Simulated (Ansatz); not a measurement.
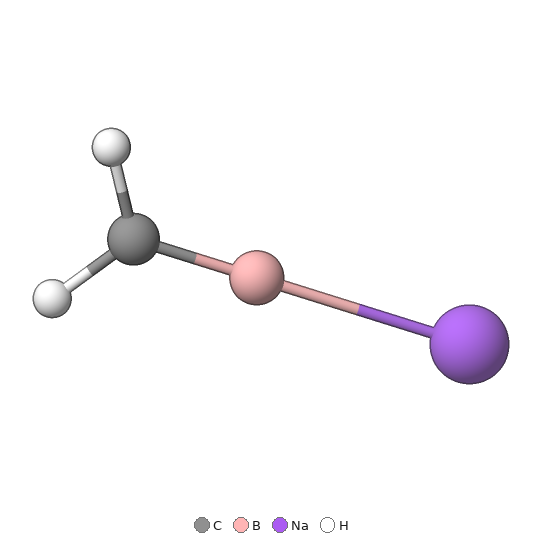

A ball-and-stick model of a molecule. Every bond is drawn as one stick, whatever its order.

Question: What is the molecular formula?

Answer: CH2BNa, 5 atoms: 1 carbon, 2 hydrogen, 1 boron and 1 sodium.

Question: Count the bonded pairs by element.

Answer: 2 C–H, 1 C–B, 1 B–Na. Sticks follow a distance rule.

More results for the same structure follow; atom numbers are the same in all pictures, views and colours differ. The computed structure is the end point of a PBE0-D4/def2-TZVP optimisation. No frequency run is at hand to confirm it as a minimum.

Shape

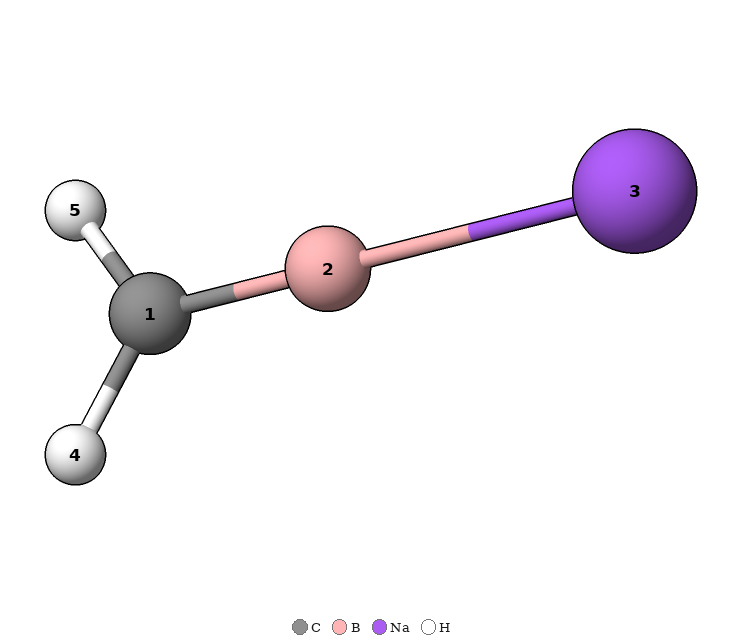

Numbered structure. No frequency run is at hand to confirm it as a minimum.

Estimate the angles B2–C1–H4, H4–C1–H5, C1–B2–Na3.

```csv
angle,degrees
B2–C1–H4,122.7
H4–C1–H5,114.6
C1–B2–Na3,180.0
```

Electronic properties

No frequency run is at hand to confirm it as a minimum. Properties computed with RKS PBE0-D4/def2-TZVPP (Ansatz 0.2.0).

What does the calculation give?

- HOMO energy (Kohn–Sham orbital): −4.99 eV
- LUMO energy (Kohn–Sham orbital): −1.45 eV
- HOMO–LUMO gap: 3.54 eV

Charges

The questions are on Mulliken charges. No frequency run is at hand to confirm it as a minimum. Method: RKS PBE0-D4/def2-TZVP (Ansatz 0.2.0).

Give the Mulliken charges atom by atom.

| atom | value (e) |
| --- | --- |
| C1 | −0.41 |
| B2 | −0.40 |
| Na3 | 0.56 |
| H4 | 0.12 |
| H5 | 0.12 |

Dipole moment

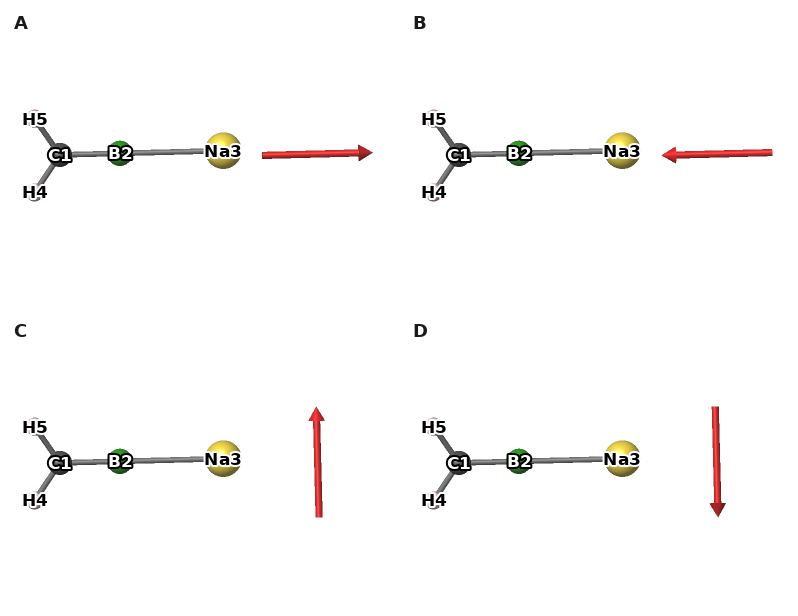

The same molecule four times, each with an arrow. No frequency run is at hand to confirm it as a minimum. Level of theory: RKS PBE0-D4/def2-TZVP (Ansatz 0.2.0).

Question: Which arrow points along the dipole moment, from the negative to the positive end?

Answer: A. The dipole moment is 7.58 D; it points from the side of H4, H5 to the side of Na3 (the outermost atoms at the two ends).

Mulliken values depend strongly on the basis set and can even reverse the polarity of a bond.
